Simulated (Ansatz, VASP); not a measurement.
# InP in two plane-wave programs, part 2 of 2

Aim: how closely do two programs agree when they are given the same cell, functional and k mesh? The cell is taken from a series of VASP runs on this material, whose earlier steps may have relaxed, scaled or displaced it; both programs get it as it stands. Other levels of theory on this material are compared in a session of their own. Valence electrons are named where the data sets of a main pair hold unlike numbers.

VASP 6.6.1 and Ansatz 0.2.0.

So far. Step 2 (VASP: band structure, LDA, spin-orbit coupling): The run ends at a pressure of -1.72 GPa.

## (4) Differences

Known differences besides the potentials themselves: spin-orbit coupling enters by fully relativistic files in Ansatz and inside the spheres in VASP; the two LDA forms differ slightly; the cutoff is 420 eV in Ansatz and 350 eV in VASP; VASP's log shows a relativistic correction to its local exchange, Ansatz's none. Total energies have different zeros and are not compared.

Compared:

```
                     quantity  Ansatz   VASP  difference
               pressure (GPa)   -1.55  -1.72       +0.18
gap over the path points (eV)   0.427  0.454      -0.027
```

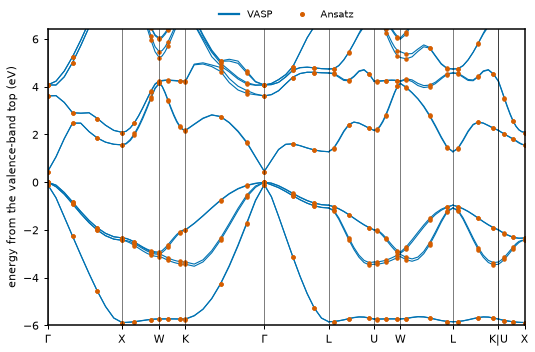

Bands from VASP (lines) and levels from Ansatz (dots). Dots without a line are higher empty bands that the VASP plot leaves out.

Levels at points of the path, from each program's valence-band top (eV; 6 filled, then empty):

```
k (reciprocal lattice)                                                             Ansatz                                                               VASP
     0.000 0.000 0.000      -0.11 -0.11 0.00 0.00 0.00 0.00 0.43 0.43 3.60 3.60 4.07 4.07      -0.10 -0.10 0.00 0.00 0.00 0.00 0.45 0.45 3.62 3.62 4.08 4.08
     0.167 0.000 0.167  -2.27 -2.27 -0.91 -0.91 -0.82 -0.82 2.46 2.46 2.90 2.90 5.00 5.00  -2.26 -2.26 -0.91 -0.91 -0.82 -0.82 2.48 2.48 2.91 2.91 5.01 5.01
     0.333 0.000 0.333  -4.57 -4.57 -2.01 -2.01 -1.91 -1.91 1.85 1.85 2.67 2.67 7.27 7.27  -4.56 -4.56 -2.01 -2.01 -1.91 -1.91 1.85 1.85 2.68 2.68 7.30 7.30
     0.500 0.000 0.500  -5.89 -5.89 -2.44 -2.44 -2.33 -2.33 1.57 1.57 2.08 2.08 8.92 8.92  -5.88 -5.88 -2.43 -2.43 -2.33 -2.33 1.57 1.57 2.09 2.09 8.93 8.93
     0.500 0.083 0.583  -5.86 -5.86 -2.65 -2.58 -2.51 -2.50 1.98 2.04 2.48 2.49 8.10 8.13  -5.85 -5.84 -2.65 -2.57 -2.51 -2.51 1.98 2.04 2.49 2.50 8.12 8.15
     0.500 0.194 0.694  -5.77 -5.76 -3.06 -2.96 -2.91 -2.87 3.51 3.56 3.79 3.81 5.94 6.13  -5.75 -5.74 -3.05 -2.96 -2.91 -2.87 3.51 3.56 3.81 3.83 5.95 6.13
     0.500 0.250 0.750  -5.75 -5.74 -3.12 -3.02 -2.97 -2.93 4.14 4.14 4.20 4.23 5.21 5.46  -5.74 -5.72 -3.12 -3.02 -2.98 -2.93 4.14 4.14 4.22 4.25 5.22 5.47
     0.458 0.292 0.750  -5.75 -5.74 -3.27 -3.17 -2.70 -2.62 3.41 3.45 4.26 4.27 5.69 5.88  -5.73 -5.72 -3.27 -3.17 -2.70 -2.62 3.41 3.46 4.27 4.28 5.71 5.88
     0.403 0.347 0.750  -5.75 -5.74 -3.42 -3.32 -2.12 -2.08 2.33 2.36 4.22 4.24 6.84 6.95  -5.74 -5.73 -3.42 -3.33 -2.12 -2.08 2.33 2.36 4.23 4.25 6.86 6.97
     0.375 0.375 0.750  -5.75 -5.74 -3.44 -3.34 -2.00 -1.99 2.17 2.17 4.21 4.23 7.24 7.29  -5.74 -5.73 -3.44 -3.34 -2.00 -1.99 2.17 2.17 4.22 4.24 7.25 7.30
```

Among the levels compared at these points, filled levels agree within 14 meV and empty ones within 27 meV. Ansatz's pressure holds a Pulay correction of 0.04 GPa; VASP's holds none.

## (5) Ansatz: band structure, r2SCAN, spin-orbit coupling

The same path points are solved in both programs, so levels can be compared one by one.

The cell is taken from a series of VASP runs on this material, whose earlier steps may have relaxed, scaled or displaced it; both programs get it as it stands.

File input.yaml:

```yaml
crystal:
  lattice:
    - [0.0, 2.93435, 2.93435]
    - [2.93435, 0.0, 2.93435]
    - [2.93435, 2.93435, 0.0]
  atoms:
    - { symbol: In, position: [0.0, 0.0, 0.0] }
    - { symbol: P, position: [0.75, 0.75, 0.75] }
hamiltonian:
  xc: r2scan
  pseudopotentials: { kind: paw_fr }
magnetization:
  noncollinear: true
  spin_orbit: true
kpoints:
  mp_grid: { grid: [6, 6, 6] }
  band_path:
    path:
      - [0.0, 0.0, 0.0]
      - [0.16667, 0.0, 0.16667]
      - [0.33333, 0.0, 0.33333]
      - [0.5, 0.0, 0.5]
      - [0.5, 0.08333, 0.58333]
      - [0.5, 0.19444, 0.69444]
      - [0.5, 0.25, 0.75]
      - [0.45833, 0.29167, 0.75]
      - [0.40278, 0.34722, 0.75]
      - [0.375, 0.375, 0.75]
      - [0.20833, 0.20833, 0.41667]
      - [0.08333, 0.08333, 0.16667]
      - [0.0, 0.0, 0.0]
      - [0.22222, 0.22222, 0.22222]
      - [0.38889, 0.38889, 0.38889]
      - [0.51389, 0.47222, 0.51389]
      - [0.55556, 0.38889, 0.55556]
      - [0.61111, 0.27778, 0.61111]
      - [0.61111, 0.25, 0.63889]
      - [0.56944, 0.25, 0.68056]
      - [0.51389, 0.25, 0.73611]
      - [0.5, 0.27778, 0.72222]
      - [0.5, 0.38889, 0.61111]
      - [0.5, 0.47222, 0.52778]
      - [0.48611, 0.48611, 0.52778]
      - [0.43056, 0.43056, 0.63889]
      - [0.38889, 0.38889, 0.72222]
      - [0.59722, 0.19444, 0.59722]
      - [0.55556, 0.11111, 0.55556]
      - [0.5, 0.0, 0.5]
    npoints: 1
scf:
  occupations: { method: gaussian, width: 0.03 }
  n_extra_bands: 14
output:
  forces: true
  stress: true
  eigenvalues: true
  write_density: true
  write_potential: true
  elf: true
  volumetric_format: npy
```

Launch:

```bash
> ansatz run input.yaml --threads 2 --pin off --max-ram 4608MiB --backend cpu --events-out ev --progress --plain --runs-dir out
```

Numbers of over 12 decimals in the logs are rounded to 6 here.

What it wrote:

```text
[...]
Crystal: 2 atoms, lattice volume = 50.532 Å³
Basis set: ecut = 500 eV, 1243 PW (Γ), exchange–correlation on 128×128×128 points (64 copies of the dense FFT grid, shifted against one another)
Bands: 32, of which v1, the nominal top of the filled ones, is band 18 counted from 1 (17 counted from 0)
[...]
k-point 1: bands = [... 14 lower, 6.4168, 6.4168, 6.4900, 6.5033, 8.9429, 8.9429, 11.4137, 11.4137, ... 10 higher]
  k-point 2: bands = [... 14 lower, 5.9173, 5.9173, 6.0124, 6.0240, 8.7813, 8.7813, 11.8755, 11.8755, ... 10 higher]
  k-point 15: bands = [... 14 lower, 3.7960, 3.8744, 3.9296, 3.9715, 10.2999, 10.3580, 10.7207, 10.7309, ... 10 higher]
[key lines of the parts left out:]
SCF converged after 7 iterations
Magnetization: |M| = 0.0000 μB,  M = (+0.0000, +0.0000, +0.0000) μB
Free energy (F): -6361.865596 eV
Fermi energy:    7.357558 eV
P = ⅓ Tr σ = 1.3208 GPa (13.208 kbar)
```

Run time: 26 s. Hardware: 2 threads of Arm Neoverse N1, shared host; peak memory 0.59 GiB; 51 s of CPU time.

## (6) VASP: band structure, r2SCAN, spin-orbit coupling

The same cell, functional, mesh and smearing now go to VASP, with its own data sets.

File INCAR:

```
SYSTEM = InP
PREC = Accurate
ENCUT = 350
EDIFF = 1E-06
NELM = 100
ISMEAR = 0
SIGMA = 0.03
LREAL = .FALSE.
ALGO = Normal
METAGGA = R2SCAN
LASPH = .TRUE.
LNONCOLLINEAR = .TRUE.
MAGMOM = 0 0 0 0 0 0
NBANDS = 30
GGA_COMPAT = .FALSE.
LSORBIT = .TRUE.
LORBIT = 11
LWAVE = .FALSE.
LCHARG = .FALSE.
KPAR = 4
```

File POSCAR:

```
InP
1.0
    0.0000000000      2.9343500000      2.9343500000
    2.9343500000      0.0000000000      2.9343500000
    2.9343500000      2.9343500000      0.0000000000
In P
1 1
Direct
    0.0000000000      0.0000000000      0.0000000000
    0.7500000000      0.7500000000      0.7500000000
```

File KPOINTS:

```
Automatic mesh
0
Gamma
6 6 6
0 0 0
```

File KPOINTS_OPT:

```
Line mode
10
Line-mode
Reciprocal
  0.00000000   0.00000000   0.00000000 GAMMA
  0.50000000   0.00000000   0.50000000 X

  0.50000000   0.00000000   0.50000000 X
  0.50000000   0.25000000   0.75000000 W

  0.50000000   0.25000000   0.75000000 W
  0.37500000   0.37500000   0.75000000 K

  0.37500000   0.37500000   0.75000000 K
  0.00000000   0.00000000   0.00000000 GAMMA

  0.00000000   0.00000000   0.00000000 GAMMA
  0.50000000   0.50000000   0.50000000 L

  0.50000000   0.50000000   0.50000000 L
  0.62500000   0.25000000   0.62500000 U

  0.62500000   0.25000000   0.62500000 U
  0.50000000   0.25000000   0.75000000 W

  0.50000000   0.25000000   0.75000000 W
  0.50000000   0.50000000   0.50000000 L

  0.50000000   0.50000000   0.50000000 L
  0.37500000   0.37500000   0.75000000 K

  0.62500000   0.25000000   0.62500000 U
  0.50000000   0.00000000   0.50000000 X
```

The projector-augmented-wave data sets are In_d and P (PBE family, release 64).

Launch:

```bash
> mpirun -np 4 vasp_ncl
```

What it wrote:

```text
[banner, memory and clock lines left out]
running    4 mpi-ranks, on    1 nodes
[...]
|                                                                             |
|               ----> ADVICE to this user running VASP <----                  |
|                                                                             |
|     You enforced a specific xc type in the INCAR file but a different       |
|     [... a line on the potential file left out ...]
|     I HOPE YOU KNOW WHAT YOU ARE DOING!                                     |
|                                                                             |

 LDA part: xc-table for (None), standard interpolation
 POSCAR, INCAR and KPOINTS ok, starting setup
[...]
entering main loop
       N       E                     dE             d eps       ncg     rms          rms(c)
DAV:   1     0.114459617547E+03    0.11446E+03   -0.65113E+03  1328   0.107E+03
DAV:   2    -0.213488757739E+02   -0.13581E+03   -0.12976E+03  1382   0.311E+02
[...]
1 F= -.32315412E+02 E0= -.32315412E+02  d E =-.122745E-12  mag=    -0.0000    -0.0000    -0.0000
 Start KPOINTS_OPT (optional k-point list driver)
k-point batch [1-22\100]
       N       E                     dE             ncg
DAV:   1     0.122150234360E+04   -0.70442E+04     1326
DAV:   2    -0.174270581355E+04   -0.29642E+04     1360
DAV:   3    -0.205719452219E+04   -0.31449E+03     1640
DAV:   4    -0.206931721237E+04   -0.12123E+02     1662
DAV:   5    -0.207006752570E+04   -0.75031E+00     2308
DAV:   6    -0.207007353227E+04   -0.60066E-02     1758
DAV:   7    -0.207007389624E+04   -0.36397E-03     2126
DAV:   8    -0.207007390322E+04   -0.69842E-05     1630
DAV:   9    -0.207007390350E+04   -0.27192E-06     1184
[...]
k-point batch [89-100\100]
       N       E                     dE             ncg
DAV:   1     0.502855129741E+04   -0.53187E+04      720
DAV:   2     0.340883691638E+04   -0.16197E+04      726
DAV:   3     0.324477167588E+04   -0.16407E+03      914
DAV:   4     0.323878266874E+04   -0.59890E+01      922
DAV:   5     0.323838921507E+04   -0.39345E+00     1194
DAV:   6     0.323838544817E+04   -0.37669E-02      990
DAV:   7     0.323838524186E+04   -0.20631E-03     1114
DAV:   8     0.323838523738E+04   -0.44779E-05      902
DAV:   9     0.323838523718E+04   -0.19862E-06      624
```

Parts of OUTCAR (step 6):

```text
  Total        0.3279232      0.3279232      0.3279232     -0.0000000      0.0000000     -0.0000000
  in kB       10.3972153     10.3972153     10.3972153     -0.0000000      0.0000000     -0.0000000
  external PRESSURE =      10.3972153 kB  Pullay stress =       0.0000000 kB

 POSITION                                       TOTAL-FORCE (eV/Angst)
 -----------------------------------------------------------------------------------
      0.00000      0.00000      0.00000         0.000000      0.000000      0.000000
      4.40152      4.40152      4.40152        -0.000000     -0.000000     -0.000000
 -----------------------------------------------------------------------------------
    total drift:                                0.000000      0.000000      0.000000

  FREE ENERGIE OF THE ION-ELECTRON SYSTEM (eV)
  ---------------------------------------------------
  free  energy   TOTEN  =       -32.3154116222 eV

  energy  without entropy=      -32.3154116222  energy(sigma->0) =      -32.31541162

 magnetization (x)
# of ion       s       p       d       tot
------------------------------------------
    1        0.000  -0.000   0.000  -0.000
    2        0.000   0.000   0.000   0.000
--------------------------------------------------
tot          0.000   0.000   0.000   0.000

 magnetization (y)
# of ion       s       p       d       tot
------------------------------------------
    1        0.000  -0.000   0.000  -0.000
    2        0.000   0.000   0.000   0.000
--------------------------------------------------
tot          0.000  -0.000   0.000  -0.000

 magnetization (z)
# of ion       s       p       d       tot
------------------------------------------
    1        0.000   0.000   0.000   0.000
    2        0.000  -0.000   0.000   0.000
--------------------------------------------------
tot          0.000   0.000   0.000   0.000

[... 2 parts as in an earlier step ...]

[... 1 further part left out ...]
[key lines of the parts left out:]
E-fermi :   5.1380
```

The run ends at a pressure of 1.04 GPa.

## (7) Differences

What differs besides the data sets and the points named for the pairs above, as far as they apply: VASP keeps PBE cores, Ansatz makes them for the functional; the cutoff is 500 eV in Ansatz and 350 eV in VASP. Total energies have different zeros and are not compared.

Both answers:

```
                     quantity  Ansatz   VASP  difference
               pressure (GPa)    1.32   1.04       +0.28
gap over the path points (eV)   1.114  1.115      -0.002
```

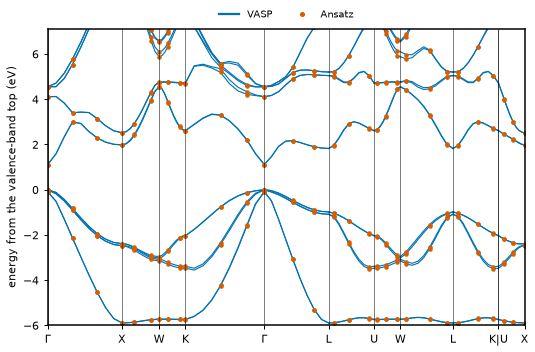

Bands from VASP (lines) and levels from Ansatz (dots). Dots without a line are higher empty bands that the VASP plot leaves out.

Levels at points of the path, from each program's valence-band top (eV; 6 filled, then empty):

```
k (reciprocal lattice)                                                             Ansatz                                                               VASP
     0.000 0.000 0.000      -0.09 -0.09 0.00 0.00 0.00 0.00 1.11 1.11 4.09 4.09 4.54 4.54      -0.09 -0.09 0.00 0.00 0.00 0.00 1.12 1.12 4.11 4.11 4.55 4.55
     0.167 0.000 0.167  -2.14 -2.14 -0.91 -0.91 -0.83 -0.83 2.99 2.99 3.40 3.40 5.52 5.52  -2.14 -2.14 -0.90 -0.90 -0.83 -0.83 3.00 3.00 3.40 3.40 5.55 5.55
     0.333 0.000 0.333  -4.54 -4.54 -2.04 -2.04 -1.95 -1.95 2.28 2.28 3.13 3.13 7.95 7.95  -4.54 -4.54 -2.03 -2.03 -1.95 -1.95 2.29 2.29 3.14 3.14 7.98 7.98
     0.500 0.000 0.500  -5.89 -5.89 -2.48 -2.48 -2.38 -2.38 1.98 1.98 2.51 2.51 9.82 9.82  -5.89 -5.89 -2.48 -2.48 -2.38 -2.38 1.98 1.98 2.52 2.52 9.83 9.83
     0.500 0.083 0.583  -5.85 -5.85 -2.69 -2.62 -2.56 -2.55 2.40 2.45 2.92 2.92 8.86 8.89  -5.86 -5.85 -2.68 -2.62 -2.56 -2.55 2.40 2.45 2.93 2.93 8.88 8.91
     0.500 0.194 0.694  -5.75 -5.74 -3.08 -3.01 -2.95 -2.90 3.94 3.98 4.29 4.30 6.58 6.75  -5.75 -5.74 -3.08 -3.00 -2.95 -2.90 3.94 3.99 4.30 4.32 6.59 6.76
     0.500 0.250 0.750  -5.73 -5.72 -3.15 -3.08 -3.01 -2.95 4.54 4.54 4.73 4.75 5.86 6.09  -5.73 -5.72 -3.14 -3.07 -3.01 -2.96 4.55 4.55 4.75 4.77 5.88 6.10
     0.458 0.292 0.750  -5.73 -5.72 -3.31 -3.21 -2.73 -2.65 3.86 3.90 4.75 4.76 6.31 6.48  -5.73 -5.72 -3.30 -3.21 -2.73 -2.65 3.87 3.90 4.76 4.77 6.33 6.49
     0.403 0.347 0.750  -5.74 -5.73 -3.46 -3.37 -2.16 -2.12 2.77 2.80 4.71 4.72 7.47 7.57  -5.74 -5.73 -3.45 -3.37 -2.15 -2.12 2.77 2.80 4.72 4.74 7.50 7.59
     0.375 0.375 0.750  -5.74 -5.73 -3.48 -3.39 -2.04 -2.03 2.60 2.61 4.70 4.72 7.89 7.92  -5.74 -5.73 -3.47 -3.39 -2.04 -2.03 2.61 2.62 4.71 4.73 7.91 7.95
```

Among the levels compared at these points, filled levels agree within 6 meV and empty ones within 31 meV.

## (8) Summary of results

- largest difference of a filled level at the path points (band structure, LDA, spin-orbit coupling): 14 meV
- largest difference of a filled level at the path points (band structure, r2SCAN, spin-orbit coupling): 5.6 meV

**Reading.** The largest difference of a filled level at the path points is 14 meV (band structure, LDA, spin-orbit coupling), within the 80 meV picked in this series as the mark of a large difference. 7 further runs of this series are not shown here. Such differences can come from data sets, numerical settings and the points named under the comparisons, not from the functional's error against experiment.

[Lines on the potential files, build, host, timing and source positions are cut from VASP's logs without a mark.]

[Logs are printed without paths, hosts, clocks, repeated set-up lines and the standing remarks that a program may print on its own settings, such as how far it seeks lower states.]

[Hosts, paths, dates, database ids (printed as entryN), source tags and the programs' standing remarks are cut or masked in the printed files.]
